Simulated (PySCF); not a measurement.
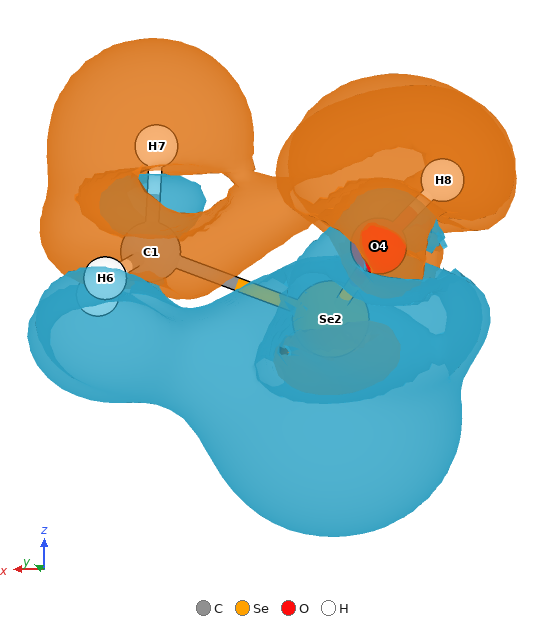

Figure. CH$_{4}$O$_{2}$Se, SMILES `C[Se](=O)O`. Change of the electron density in a uniform field of 0.41 V/Å, surfaces at ±0.0015 e/Å³ (light blue: gain, orange: loss).

Computed with PySCF, ωB97X/def2-SVPD, geometry: GFN2-xTB. No frequency check shows the geometry to be a minimum. GFN2-xTB bond lengths at metals and heavier atoms can be off by up to 0.1 Å and shapes distorted, which carries into these values.

Geometry (Å), atoms numbered from 1:

```
C1       1.7152    0.2504    0.3362
Se2     -0.0851   -0.1420   -0.3490
O3      -0.6534   -1.2175    0.6700
O4      -0.8475    1.3783    0.2694
H5       2.3968   -0.5106   -0.0348
H6       2.0151    1.2332   -0.0096
H7       1.6618    0.2112    1.4215
H8      -1.4634    1.1060    0.9577
```

Along which Cartesian direction does the field point?

Along +z: electrons gather on the −z side, against the field.

How large is the response?

The induced dipole is 0.87 D (along the field); α along this axis, from the fields in both directions, is 43 bohr³ (6.3 Å³).

Which atoms gain and lose the most charge?

Electrons gather most on Se2 (Hirshfeld charge changes by −0.038 e) and leave O3 most (+0.017 e); 0.088 electrons are displaced in all.

Run time: 43 s on 1 thread of AMD EPYC 7R43 64-Core Processor (Zen 3), on a shared host, peak memory 0.68 GiB.
